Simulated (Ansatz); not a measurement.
# I at a quarter monolayer on different metals

How does the change of the work function by I depend on the metal face under it?

**Method.** Ansatz 0.2.0, plane waves with PAW datasets (its set soft_2), PBE; unreconstructed slabs of 4 or 5 layers at the tabulated experimental lattice constant with the lower two held, one adsorbate in a 2×2 cell relaxed from the site named, 6×6 k-points (12×12 for the clean 1×1 cell), 18 Å of vacuum, dipole correction. The dipole per adsorbate is the change of the cell's dipole; electronegativities are Pauling's.

The runs side by side:

| system | starting site | electronegativity, adsorbate less metal | clean (eV) | covered (eV) | change (eV) | dipole per adsorbate (D) |
| --- | --- | --- | --- | --- | --- | --- |
| I/Pt(111) | fcc | +0.38 | 5.70 | 4.51 | −1.19 | +0.87 |
| I/Ta(110) | hollow | +1.16 | 4.77 | 3.85 | −0.92 | +0.74 |
| I/Rh(111) | fcc | +0.38 | 5.17 | 4.26 | −0.91 | +0.59 |
| I/W(110) | hollow | +0.30 | 4.84 | 3.97 | −0.88 | +0.65 |
| I/Ni(111) | fcc | +0.75 | 5.07 | 4.35 | −0.73 | +0.41 |
| I/Mo(110) | hollow | +0.50 | 4.60 | 4.00 | −0.60 | +0.41 |
| I/Pd(111) | fcc | +0.46 | 5.27 | 4.68 | −0.59 | +0.39 |
| I/Ti(0001) | fcc | +1.12 | 4.37 | 3.92 | −0.45 | +0.36 |
| I/W(100) | hollow | +0.30 | 4.14 | 3.87 | −0.27 | +0.27 |
| I/Cu(100) | hollow | +0.76 | 4.57 | 4.39 | −0.18 | +0.10 |
| I/Au(111) | fcc | +0.12 | 5.16 | 5.02 | −0.14 | +0.14 |
| I/Cu(111) | fcc | +0.76 | 4.79 | 4.68 | −0.11 | +0.09 |
| I/Mg(0001) | fcc | +1.35 | 3.79 | 4.18 | +0.39 | −0.42 |
| I/Ag(100) | hollow | +0.73 | 4.24 | 4.67 | +0.43 | −0.39 |
| I/Ag(111) | fcc | +0.73 | 4.47 | 4.97 | +0.51 | −0.36 |

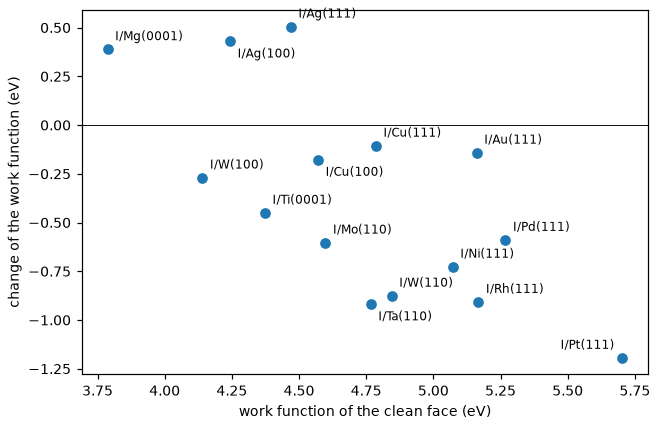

Change of the work function at 0.25 ML.

What this shows: The change runs from −1.19 eV (I/Pt(111)) to +0.51 eV (I/Ag(111)); falls of over 0.15 eV: 10, rises: 3, in between: 2. The covered faces span 3.85 to 5.02 eV and the clean ones 3.79 to 5.70 eV; covered follows clean with a slope of 0.25, where 0 would mean that the adsorbate alone sets the work function and 1 a step that doesn't depend on the clean value; the points scatter about that line by 0.36 eV. A positive dipole has its positive end outwards. Worked for I/Pt(111): +0.87 D is +0.181 e·Å, one in 26.6 Å², and the Helmholtz step −180.95 V·Å × p/A is −1.22 eV against a change of −1.19 eV; what is left is a shift on the thin slab's other side.

Caveats: A quarter monolayer means unlike densities on unlike faces. One starting site was run; real layers may sit elsewhere, sink into the surface or rebuild it. Changes under about 0.15 eV are within the error of slabs this thin. Only Ni was run with spin. The table is a selection: not every member that was run is listed.
